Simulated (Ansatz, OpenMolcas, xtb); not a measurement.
# A small benchmark: dipole moment

6 molecules of light elements (H to F); the dipole moment in D, computed less measured. Shapes, held fixed at every level: PBE0-D4/def2-TZVP. No vibrational averaging. Dipoles are compared by magnitude; molecules under 1 D, whose direction can flip, are left out. Programs: Ansatz 0.2.0, OpenMolcas 26.06, xtb 6.7.1. Measured values: NIST CCCBDB.

Levels: A = GFN2-xTB; B = PBE-D4/def2-TZVPP; C = r2SCAN-D4/def2-TZVPP; D = B3LYP/6-31G* (Cartesian functions); E = wB97M-V/def2-TZVPP.

```
                      molecule  measured      A      B      C      D      E
                 HF (SMILES F)      1.82  +0.70  -0.02  +0.02  +0.02  +0.02
       NOF (nitrosyl fluoride)      1.81  -0.31  -0.55  -0.48  -0.70  -0.36
                   H2O (water)      1.85  +0.41  +0.04  +0.08  +0.22  +0.09
             CH2N2 (cyanamide)      4.32  +0.38  +0.28  +0.39  +0.21  +0.30
               CH4O (methanol)      1.70  +0.23  -0.14  -0.10  -0.03  -0.06
C2H3F3 (1,1,1-trifluoroethane)      2.32  +0.72  -0.18  -0.09  -0.31  -0.04
```

(1) Which level does best on this set, which worst, and which err to one side?

Answers

(1) 
| level | kind | mean error | mean absolute error | worst case |
| --- | --- | --- | --- | --- |
| GFN2-xTB | semi-empirical | +0.355 | 0.458 | C2H3F3 |
| PBE-D4/def2-TZVPP | GGA | -0.095 | 0.202 | NOF |
| r2SCAN-D4/def2-TZVPP | meta-GGA | -0.030 | 0.193 | NOF |
| B3LYP/6-31G* (Cartesian functions) | global hybrid | -0.098 | 0.248 | NOF |
| wB97M-V/def2-TZVPP | range-separated hybrid | -0.008 | 0.145 | NOF |

On this set wB97M-V/def2-TZVPP has the smallest mean absolute error and GFN2-xTB the largest. GFN2-xTB is too high in 5 of 6; PBE-D4/def2-TZVPP is too low in 4 of 6. The levels differ in basis as well as in method. The tabulated value of NOF is in doubt (older tables, estimates, or at odds with other calculations) and kept here. Over the 5 molecules whose values aren't doubted the mean absolute errors are A 0.488; B 0.132; C 0.136; D 0.158; E 0.102. The set is small.

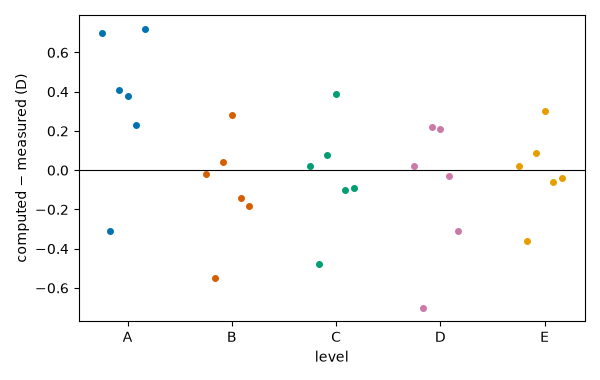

Errors of each level, one point a molecule.
